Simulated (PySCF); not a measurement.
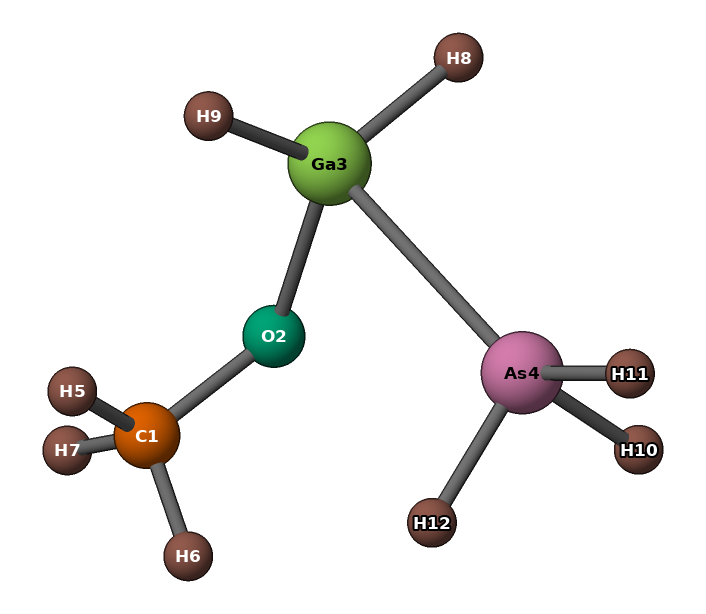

The questions are on isotropic NMR shieldings of the H atoms. Computed geometry: PBE0-D3(BJ)/def2-SVP optimisation. No frequency run is at hand to confirm it as a minimum. Properties computed with GIAO ωB97X-D/pcSseg-1 NMR shielding, non-relativistic, gas phase (PySCF 2.14.0).

### Which H atom is the most shielded (lowest chemical shift)?

H10 (28.14 ppm).

### Which H atom is the least shielded (highest chemical shift)?

H9 (26.56 ppm).

### How wide is the range of H shifts?

1.58 ppm.

Give the isotropic NMR shieldings of the H atoms atom by atom.

```csv
atom,σ (ppm)
H5,27.84
H6,27.77
H7,27.45
H8,26.63
H9,26.56
H10,28.14
H11,28.09
H12,28.01
```
